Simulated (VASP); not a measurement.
# Cl on Cu(100): which site?, part 5 of 7

Where does Cl sit on Cu(100), and how strongly does it bind?

VASP 6.6.1, plane waves and PAW; the level of theory is named at each step.

So far. Step 6 (Relaxing the atoms): Energy at zero smearing: -3.82358 eV. Step 7 (Relaxing the adsorbate, site ontop): The run ended after 17 ionic steps, 0.446 eV below its first step, once the forces on the free atoms met EDIFFG = -0.03.

### Step 8. Potential and states with the adsorbate, site ontop

Level of this step: PBEsol, no spin polarisation; plane waves and PAW (Cu, Cl) (VASP).

A static run like the clean slab's shows how the vacuum level shifts, by charge transfer, by any dipole of the adsorbate and by the slab's own rearrangement.

Contents of INCAR:

```
SYSTEM = Cu16Cl
PREC = Normal
ENCUT = 330
EDIFF = 1E-06
NELM = 120
ISMEAR = 1
SIGMA = 0.15
LREAL = Auto
ALGO = Fast
GGA = PS
NBANDS = 113
LASPH = .TRUE.
LORBIT = 11
LWAVE = .FALSE.
LCHARG = .FALSE.
KPAR = 2
NCORE = 2
IDIPOL = 3
LDIPOL = .TRUE.
DIPOL = 0.5 0.5 0.514
LVHAR = .TRUE.
LVACPOTAV = .TRUE.
NEDOS = 1500
```

Contents of POSCAR:

```
Cu16Cl
1.0
    5.0400546950      0.0000000000      0.0000000000
    0.0000000000      5.0400546950      0.0000000000
    0.0000000000      0.0000000000     20.3457852786
Cu Cl
16 1
Selective dynamics
Direct
    0.2500000000      0.2500000000      0.3686267200  F F F
    0.7500000000      0.2500000000      0.3686267200  F F F
    0.2500000000      0.7500000000      0.3686267200  F F F
    0.7500000000      0.7500000000      0.3686267200  F F F
    0.0000000000      0.0000000000      0.4562089100  F F F
    0.5000000000      0.0000000000      0.4562089100  F F F
    0.0000000000      0.5000000000      0.4562089100  F F F
    0.5000000000      0.5000000000      0.4562089100  F F F
    0.2486009157      0.2486009157      0.5451958661  T T T
    0.7513990843      0.2486009157      0.5451958661  T T T
    0.2486009157      0.7513990843      0.5451958661  T T T
    0.7513990843      0.7513990843      0.5451958661  T T T
    0.0000000000      0.0000000000      0.6331833715  T T T
    0.5000000000      0.0000000000      0.6325604562  T T T
    0.0000000000      0.5000000000      0.6325604562  T T T
    0.5000000000      0.5000000000      0.6282872875  T T T
    0.0000000000      0.0000000000      0.7374611268  T T T
```

Contents of KPOINTS:

```
Automatic mesh
0
Gamma
5 5 1
0 0 0
```

Potentials, in the order of the species: Cu and Cl (PBE family, release 64).

On the command line:

```
> mpirun -np 4 vasp_std
```

Log:

```text
[... set-up lines as in an earlier step ...]
 entering main loop
       N       E                     dE             d eps       ncg     rms          rms(c)
DAV:   1     0.156831788772E+04    0.15683E+04   -0.59610E+04  1356   0.149E+03
DAV:   2     0.134287240284E+03   -0.14340E+04   -0.13838E+04  1356   0.384E+02
DAV:   3    -0.639876193352E+02   -0.19827E+03   -0.18306E+03  1497   0.189E+02
DAV:   4    -0.822519273201E+02   -0.18264E+02   -0.17618E+02  1960   0.611E+01
DAV:   5    -0.827048910219E+02   -0.45296E+00   -0.45217E+00  1696   0.108E+01    0.326E+01
RMM:   6    -0.741057702057E+02    0.85991E+01   -0.18223E+02  1499   0.103E+02    0.186E+01
RMM:   7    -0.669121523866E+02    0.71936E+01   -0.38977E+01  1417   0.517E+01    0.352E+00
RMM:   8    -0.674788114140E+02   -0.56666E+00   -0.26923E+00  1543   0.826E+00    0.535E+00
RMM:   9    -0.667681377951E+02    0.71067E+00   -0.11296E+00  1499   0.648E+00    0.124E+00
RMM:  10    -0.667851781622E+02   -0.17040E-01   -0.42379E-01  1684   0.307E+00    0.755E-01
RMM:  11    -0.667827555611E+02    0.24226E-02   -0.92126E-02  1560   0.165E+00    0.569E-01
RMM:  12    -0.667813288282E+02    0.14267E-02   -0.34124E-02  1513   0.111E+00    0.375E-01
RMM:  13    -0.667797514522E+02    0.15774E-02   -0.19409E-02  1669   0.674E-01    0.182E-01
RMM:  14    -0.667797695732E+02   -0.18121E-04   -0.59431E-03  1583   0.416E-01    0.142E-01
RMM:  15    -0.667798408159E+02   -0.71243E-04   -0.30301E-03  1836   0.226E-01    0.950E-02
RMM:  16    -0.667795926377E+02    0.24818E-03   -0.77276E-04  1606   0.120E-01    0.710E-02
RMM:  17    -0.667795996535E+02   -0.70158E-05   -0.34654E-04  1544   0.112E-01    0.561E-02
RMM:  18    -0.667796844555E+02   -0.84802E-04   -0.18887E-04  1807   0.599E-02    0.469E-02
RMM:  19    -0.667799279543E+02   -0.24350E-03   -0.97982E-05  1655   0.346E-02    0.333E-02
RMM:  20    -0.667801989453E+02   -0.27099E-03   -0.12625E-04  1735   0.474E-02    0.211E-02
RMM:  21    -0.667802564365E+02   -0.57491E-04   -0.21790E-05  1579   0.208E-02    0.152E-02
RMM:  22    -0.667803846845E+02   -0.12825E-03   -0.25503E-05  1638   0.200E-02    0.106E-02
RMM:  23    -0.667804486406E+02   -0.63956E-04   -0.16635E-05  1549   0.156E-02    0.764E-03
RMM:  24    -0.667804589462E+02   -0.10306E-04   -0.39036E-06  1196   0.104E-02    0.448E-03
RMM:  25    -0.667804689622E+02   -0.10016E-04   -0.23959E-06  1026   0.721E-03    0.347E-03
RMM:  26    -0.667804741511E+02   -0.51888E-05   -0.23279E-06   992   0.922E-03    0.183E-03
RMM:  27    -0.667804756486E+02   -0.14975E-05   -0.70776E-07   899   0.461E-03    0.127E-03
RMM:  28    -0.667804776134E+02   -0.19648E-05   -0.24285E-07   886   0.261E-03    0.986E-04
RMM:  29    -0.667804786046E+02   -0.99126E-06   -0.18655E-07   864   0.301E-03
 [... a notice as in an earlier step ...]

   1 F= -.66780479E+02 E0= -.66775996E+02  d E =-.134486E-01
 [... a notice as in an earlier step ...]
```

It took 28 s on 4 MPI ranks of Intel Xeon 6975P-C (Granite Rapids), shared host; peak memory 0.79 GiB; 1.8 min of CPU time.

OUTCAR, selected parts (step 8):

```text
   NELECT =     183.0000    total number of electrons

 dipolmoment           0.000000      0.000000      0.204542 electrons x Angstroem

 E-fermi :  -0.2562

 k-point     1 :       0.0000    0.0000    0.0000
  band No.  band energies     occupation
    ...
     89      -0.5657      2.01297
     90      -0.5474      2.01926
     91      -0.5474      2.01926
     92      -0.2792      1.25560
     93      -0.2752      1.21248
     94      -0.1167     -0.03261
     95      -0.0007     -0.03676
     96      -0.0007     -0.03676
     97       1.3922     -0.00000
     98       2.2850     -0.00000
    ...

  Total       -6.2602743     -6.2602743     -1.5269947      0.0000000     -0.0000000      0.0000000
  in kB      -19.4070260    -19.4070260     -4.7337265      0.0000000     -0.0000000      0.0000000
  external PRESSURE =     -14.5159261 kB  Pullay stress =       0.0000000 kB

 POSITION                                       TOTAL-FORCE (eV/Angst)
 -----------------------------------------------------------------------------------
      1.26001      1.26001      7.50000         0.017839      0.017839      0.193034
      3.78004      1.26001      7.50000        -0.017839      0.017839      0.193034
      1.26001      3.78004      7.50000         0.017839     -0.017839      0.193034
      3.78004      3.78004      7.50000        -0.017839     -0.017839      0.193034
      0.00000      0.00000      9.28193         0.000000     -0.000000     -0.233588
      2.52003      0.00000      9.28193         0.000000     -0.000000     -0.197227
      0.00000      2.52003      9.28193         0.000000     -0.000000     -0.197227
      2.52003      2.52003      9.28193         0.000000     -0.000000     -0.198854
      1.25296      1.25296     11.09244         0.001617      0.001617      0.007919
      3.78709      1.25296     11.09244        -0.001617      0.001617      0.007919
      1.25296      3.78709     11.09244         0.001617     -0.001617      0.007919
      3.78709      3.78709     11.09244        -0.001617     -0.001617      0.007919
      0.00000      0.00000     12.88261         0.000000     -0.000000     -0.030768
      2.52003      0.00000     12.86994         0.000000     -0.000000      0.021663
      0.00000      2.52003     12.86994         0.000000     -0.000000      0.021663
      2.52003      2.52003     12.78300         0.000000     -0.000000     -0.001852
      0.00000      0.00000     15.00423         0.000000     -0.000000      0.012375
 -----------------------------------------------------------------------------------
    total drift:                                0.000000      0.000000     -0.236463

  FREE ENERGIE OF THE ION-ELECTRON SYSTEM (eV)
  ---------------------------------------------------
  free  energy   TOTEN  =       -66.7804786046 eV

  energy  without entropy=      -66.7670300412  energy(sigma->0) =      -66.77599575

[... 8 parts as in an earlier step ...]

[... 9 further parts left out ...]
```

Numbers from this step:

- electronic cycles: 29
- Fermi energy: -0.2562 eV
- dipole moment: 0, 0, 0.2045 e·Å
- work functions of the upper and lower face: 6.068, 4.610 eV

The planar average of the electrostatic potential oscillates, so the rows of the table below give means over windows of 1.81 Å about each position, cut where the curve ends. Its maxima inside the range that stand out by 2 % of the span (Å: eV): 8.4: -1.69, 10.2: -1.41, 12.0: -1.97, 14.1: 3.01. Its minima: 7.5: -12.7, 9.3: -13.0, 11.1: -13.0, 12.9: -12.8, 14.9: -0.677.

Zero at the Fermi level. Table of planar average of the electrostatic potential by height; means over each step:

| height (Å) | planar average of the electrostatic potential (eV) |
| --- | --- |
| 0.91 | 4.80 |
| 2.71 | 4.61 |
| 4.52 | 4.58 |
| 6.33 | 0.493 |
| 8.14 | -7.82 |
| 9.95 | -7.75 |
| 11.76 | -8.07 |
| 13.57 | -3.83 |
| 15.38 | 2.32 |
| 17.20 | 6.03 |
| 19.00 | 6.07 |

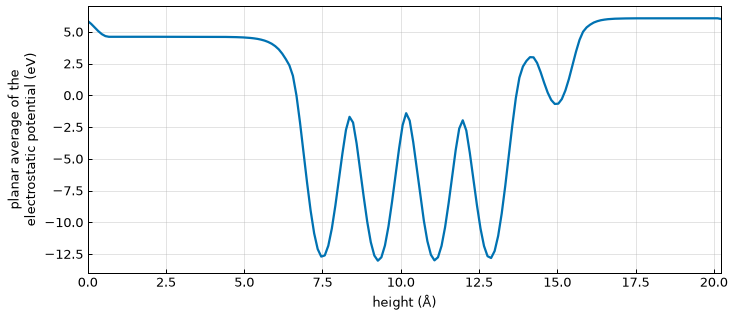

Planar average of the electrostatic potential against height.

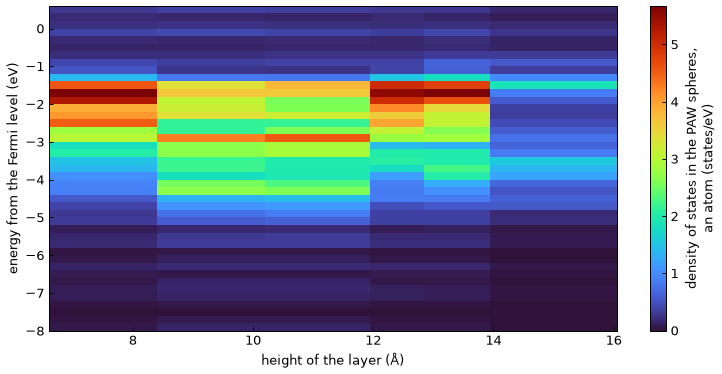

Density of states in the PAW spheres, an atom over height of the layer and energy from the Fermi level.

Force by atom:

| atom | x (eV/Å) | y (eV/Å) | z (eV/Å) | size |
| --- | --- | --- | --- | --- |
| Cu1 | 0.018 | 0.018 | 0.193 | 0.195 |
| Cu2 | -0.018 | 0.018 | 0.193 | 0.195 |
| Cu3 | 0.018 | -0.018 | 0.193 | 0.195 |
| Cu4 | -0.018 | -0.018 | 0.193 | 0.195 |
| Cu5 | 0.000 | 0.000 | -0.234 | 0.234 |
| Cu6 | 0.000 | 0.000 | -0.197 | 0.197 |
| Cu7 | 0.000 | 0.000 | -0.197 | 0.197 |
| Cu8 | 0.000 | 0.000 | -0.199 | 0.199 |
| Cu9 | 0.002 | 0.002 | 0.008 | 0.008 |
| Cu10 | -0.002 | 0.002 | 0.008 | 0.008 |
| Cu11 | 0.002 | -0.002 | 0.008 | 0.008 |
| Cu12 | -0.002 | -0.002 | 0.008 | 0.008 |
| Cu13 | 0.000 | 0.000 | -0.031 | 0.031 |
| Cu14 | 0.000 | 0.000 | 0.022 | 0.022 |
| Cu15 | 0.000 | 0.000 | 0.022 | 0.022 |
| Cu16 | 0.000 | 0.000 | -0.002 | 0.002 |
| Cl17 | 0.000 | 0.000 | 0.012 | 0.012 |

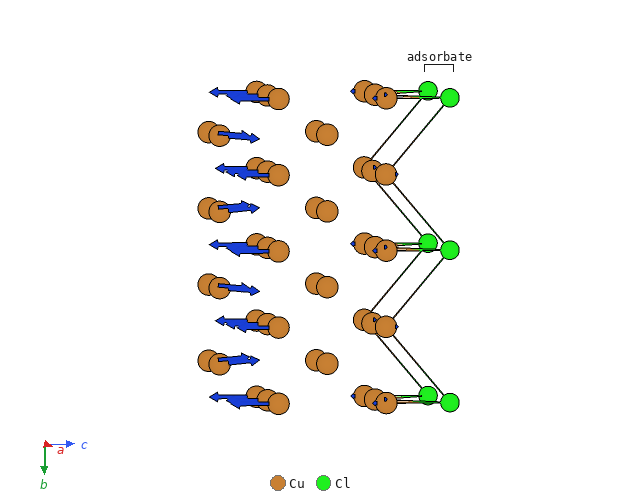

Force as arrows, the longest 0.234 eV/Å. 1×2×1 cells are drawn. Some periodic images of atoms are drawn too.

The map of layer states is cut here 0.5 eV above the Fermi level, so it leaves out the states above that.

At the end the adsorbate's closest contact with the slab is Cl-Cu at 2.12 Å, nearly straight above the slab's atom, and its lowest atom lies 2.12 Å above the highest atom of the slab.

VASP counts the dipole in electrons times Å, so a positive number points the physical dipole along −c.

The program warns that it found no field-free vacuum at its default tolerance, so these levels carry more doubt.

On this mesh the fine structure of the density of states is sampling noise, and high empty states may be cut by the number of bands.

### Step 9. Relaxing the adsorbate, site hollow

Contents of INCAR:

```
SYSTEM = Cu16Cl
PREC = Normal
ENCUT = 330
EDIFF = 1E-05
NELM = 120
ISMEAR = 1
SIGMA = 0.15
LREAL = Auto
ALGO = Fast
GGA = PS
NBANDS = 113
LASPH = .TRUE.
LORBIT = 11
LWAVE = .FALSE.
LCHARG = .FALSE.
KPAR = 2
NCORE = 2
IBRION = 2
NSW = 50
ISIF = 2
EDIFFG = -0.03
POTIM = 0.4
MAXMIX = 40
IDIPOL = 3
LDIPOL = .TRUE.
DIPOL = 0.5 0.5 0.511
```

Contents of POSCAR:

```
Cu16Cl
1.0
    5.0400546950      0.0000000000      0.0000000000
    0.0000000000      5.0400546950      0.0000000000
    0.0000000000      0.0000000000     20.3457852786
Cu Cl
16 1
Selective dynamics
Direct
    0.2500000000      0.2500000000      0.3686267200  F F F
    0.7500000000      0.2500000000      0.3686267200  F F F
    0.2500000000      0.7500000000      0.3686267200  F F F
    0.7500000000      0.7500000000      0.3686267200  F F F
    0.0000000000      0.0000000000      0.4562089100  F F F
    0.5000000000      0.0000000000      0.4562089100  F F F
    0.0000000000      0.5000000000      0.4562089100  F F F
    0.5000000000      0.5000000000      0.4562089100  F F F
    0.2500000000      0.2500000000      0.5450946900  T T T
    0.7500000000      0.2500000000      0.5450946900  T T T
    0.2500000000      0.7500000000      0.5450946900  T T T
    0.7500000000      0.7500000000      0.5450946900  T T T
    0.0000000000      0.0000000000      0.6307197000  T T T
    0.5000000000      0.0000000000      0.6307197000  T T T
    0.0000000000      0.5000000000      0.6307197000  T T T
    0.5000000000      0.5000000000      0.6307197000  T T T
    0.2500000000      0.2500000000      0.6872424700  T T T
```

KPOINTS is that of step 8.

On the command line:

```
> mpirun -np 4 vasp_std
```

Log:

```text
[... set-up lines as in an earlier step ...]
 entering main loop
       N       E                     dE             d eps       ncg     rms          rms(c)
DAV:   1     0.158884596348E+04    0.15888E+04   -0.59845E+04  1356   0.149E+03
DAV:   2     0.140745817885E+03   -0.14481E+04   -0.13953E+04  1356   0.387E+02
DAV:   3    -0.648273927187E+02   -0.20557E+03   -0.19267E+03  1521   0.192E+02
DAV:   4    -0.812801009935E+02   -0.16453E+02   -0.15918E+02  1872   0.624E+01
[...]
RMM:  24    -0.663680576855E+02   -0.25333E-04   -0.34462E-06   798   0.118E-02    0.222E-03
RMM:  25    -0.663680845429E+02   -0.26857E-04   -0.27845E-06   800   0.985E-03    0.232E-03
RMM:  26    -0.663680887405E+02   -0.41975E-05   -0.13895E-06   795   0.792E-03
   1 F= -.66368089E+02 E0= -.66365677E+02  d E =-.663681E+02
[... from here on, the cycles between the ionic steps are left out ...]
   2 F= -.67085541E+02 E0= -.67082118E+02  d E =-.717452E+00
   3 F= -.67132980E+02 E0= -.67128676E+02  d E =-.764891E+00
   4 F= -.67220002E+02 E0= -.67215238E+02  d E =-.870222E-01
   5 F= -.67287620E+02 E0= -.67282584E+02  d E =-.154641E+00
   6 F= -.67287967E+02 E0= -.67282950E+02  d E =-.154988E+00
   7 F= -.67308975E+02 E0= -.67304164E+02  d E =-.210073E-01
   8 F= -.67317532E+02 E0= -.67313226E+02  d E =-.295646E-01
   9 F= -.67317614E+02 E0= -.67313267E+02  d E =-.296462E-01
  10 F= -.67321265E+02 E0= -.67316824E+02  d E =-.365125E-02
  11 F= -.67324472E+02 E0= -.67319865E+02  d E =-.685793E-02
  12 F= -.67327863E+02 E0= -.67323086E+02  d E =-.339124E-02
  13 F= -.67330227E+02 E0= -.67325137E+02  d E =-.575532E-02
  14 F= -.67332170E+02 E0= -.67326894E+02  d E =-.194296E-02
  15 F= -.67332329E+02 E0= -.67326923E+02  d E =-.210195E-02
  16 F= -.67332391E+02 E0= -.67327023E+02  d E =-.216373E-02
  17 F= -.67332364E+02 E0= -.67326986E+02  d E =-.213698E-02
  18 F= -.67332374E+02 E0= -.67327004E+02  d E =-.214738E-02
  19 F= -.67332851E+02 E0= -.67327563E+02  d E =-.476431E-03
 trial-energy change:   -0.000476  1 .order   -0.000371   -0.000698   -0.000045
 step:   2.0392(harm=  2.1071)  dis= 0.00247  next Energy=   -67.332852 (dE=-0.477E-03)
 reached required accuracy - stopping structural energy minimisation
```

Wall time 3.3 min (4 MPI ranks); peak memory 0.86 GiB.

From OUTCAR (step 9):

```text
  Total       -5.9616527     -5.9616527     -1.8185245      0.0000000      0.0000000      0.0000000
  in kB      -18.4812906    -18.4812906     -5.6374770      0.0000000      0.0000000      0.0000000
  external PRESSURE =     -14.2000194 kB  Pullay stress =       0.0000000 kB

 POSITION                                       TOTAL-FORCE (eV/Angst)
 -----------------------------------------------------------------------------------
      1.26001      1.26001      7.50000         0.000000      0.000000      0.197007
      3.78004      1.26001      7.50000         0.000000     -0.000000      0.147780
      1.26001      3.78004      7.50000         0.000000      0.000000      0.147780
      3.78004      3.78004      7.50000        -0.000000     -0.000000      0.173719
      0.00000      0.00000      9.28193        -0.072966     -0.072966     -0.172673
      2.52003      0.00000      9.28193         0.072966     -0.072966     -0.172673
      0.00000      2.52003      9.28193        -0.072966      0.072966     -0.172673
      2.52003      2.52003      9.28193         0.072966      0.072966     -0.172673
      1.26001      1.26001     11.05416         0.000000     -0.000000      0.005802
      3.78004      1.26001     11.08607         0.000000      0.000000     -0.001616
      1.26001      3.78004     11.08607         0.000000      0.000000     -0.001616
      3.78004      3.78004     11.14870         0.000000      0.000000      0.004173
      5.03017      5.03017     12.86277         0.001789      0.001789     -0.002831
      2.52991      5.03017     12.86277        -0.001789      0.001789     -0.002831
[...]
-----------------------------------------------------------------------------------
    total drift:                                0.000000      0.000000     -0.054326

  FREE ENERGIE OF THE ION-ELECTRON SYSTEM (eV)
  ---------------------------------------------------
  free  energy   TOTEN  =       -67.3328507706 eV

  energy  without entropy=      -67.3169889102  energy(sigma->0) =      -67.32756348

[... 3 parts as in an earlier step ...]

[... 1 further part left out ...]
[key lines of the parts left out:]
E-fermi :   0.1110
```

Relaxation path:

| step | energy less that of the first step (eV) | largest force (eV/Å) |
| --- | --- | --- |
| 1 | 0.0000 | 4.2112 |
| 2 | -0.7175 | 1.5885 |
| 3 | -0.7649 | 0.8623 |
| 4 | -0.8519 | 0.6673 |
| 5 | -0.9195 | 0.4946 |
| 6 | -0.9199 | 0.5339 |
| 7 | -0.9409 | 0.3148 |
| 8 | -0.9494 | 0.1369 |
| 9 | -0.9495 | 0.1267 |
| 10 | -0.9532 | 0.0944 |
| 11 | -0.9564 | 0.1036 |
| 12 | -0.9598 | 0.0743 |
| 13 | -0.9621 | 0.1097 |
| 14 | -0.9641 | 0.0667 |
| 15 | -0.9642 | 0.0446 |
| 16 | -0.9643 | 0.0451 |
| 17 | -0.9643 | 0.0452 |
| 18 | -0.9643 | 0.0456 |
| 19 | -0.9648 | 0.0290 |

The atoms that moved most (Å):

| atom | dx | dy | dz | length |
| --- | --- | --- | --- | --- |
| Cl17 | 0.000 | 0.000 | 0.511 | 0.511 |
| Cu12 | 0.000 | 0.000 | 0.058 | 0.058 |
| Cu9 | 0.000 | 0.000 | -0.036 | 0.036 |
| Cu13 | -0.010 | -0.010 | 0.030 | 0.033 |
| Cu16 | 0.010 | 0.010 | 0.030 | 0.033 |
| Cu15 | -0.010 | 0.010 | 0.030 | 0.033 |
| Cu14 | 0.010 | -0.010 | 0.030 | 0.033 |

The relaxed structure:

```xyz
17
Lattice="5.0401 0.0000 0.0000 0.0000 5.0401 0.0000 0.0000 0.0000 20.3458" Properties=species:S:1:pos:R:3
Cu    1.2600    1.2600    7.5000
Cu    3.7800    1.2600    7.5000
Cu    1.2600    3.7800    7.5000
Cu    3.7800    3.7800    7.5000
Cu    0.0000    0.0000    9.2819
Cu    2.5200    0.0000    9.2819
Cu    0.0000    2.5200    9.2819
Cu    2.5200    2.5200    9.2819
Cu    1.2600    1.2600   11.0542
Cu    3.7800    1.2600   11.0861
Cu    1.2600    3.7800   11.0861
Cu    3.7800    3.7800   11.1487
Cu   -0.0099   -0.0099   12.8628
Cu    2.5299   -0.0099   12.8628
Cu   -0.0099    2.5299   12.8628
Cu    2.5299    2.5299   12.8628
Cl    1.2600    1.2600   14.4936
```

The run ended after 19 ionic steps, 0.965 eV below its first step, once the forces on the free atoms met EDIFFG = -0.03.

[end of part 5 of 7]

[Lines on the potential files, build, host, timing and source positions are cut from VASP's logs without a mark.]

[Logs are printed without paths, hosts, clocks, repeated set-up lines and the standing remarks that a program may print on its own settings, such as how far it seeks lower states.]

[Hosts, paths, dates, database ids (printed as entryN), source tags and the programs' standing remarks are cut or masked in the printed files.]

[Runs that stopped without an error message from VASP are left out.]
